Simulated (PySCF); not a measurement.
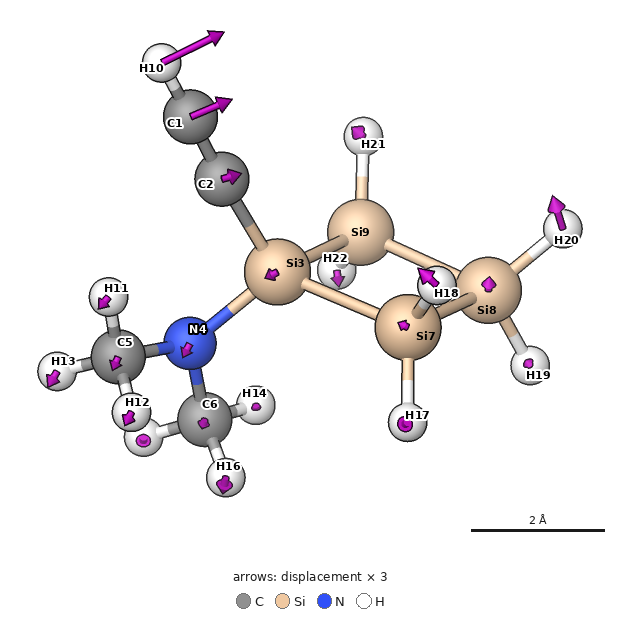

This is a relaxation of C4H13NSi4. The starting structure is drawn; purple arrows show the displacements, 3 times their true length. The two geometries are superimposed by the best rigid fit.

A ball-and-stick model, seen at a tilt.

The start comes from GFN2-xTB.

Level of theory: PBE0-D3(BJ)/def2-SVP geometry optimisation, gas phase in PySCF 2.14.0, density-fitted response routines. 

> What happened in the run?

The atom that moves furthest after the best rigid fit is an H atom (0.36 Å). Largest moves by element: H 0.36 Å, C 0.23 Å, Si 0.09 Å, N 0.09 Å. Some distances before and after: H–Si 1.469 → 1.497 Å, C–Si 1.856 → 1.833 Å, C–H 1.053 → 1.076 Å, Si–Si 2.354 → 2.372 Å. Among the angles between lasting bonds that change: C–Si–N 102.5° → 109.3°, H–Si–H 102.2° → 108.7°, H–Si–H 102.9° → 108.7°. Over 7 geometry steps the energy falls by 20.8 kJ/mol. The largest force component goes from 1.9 to 0.021 eV/Å.
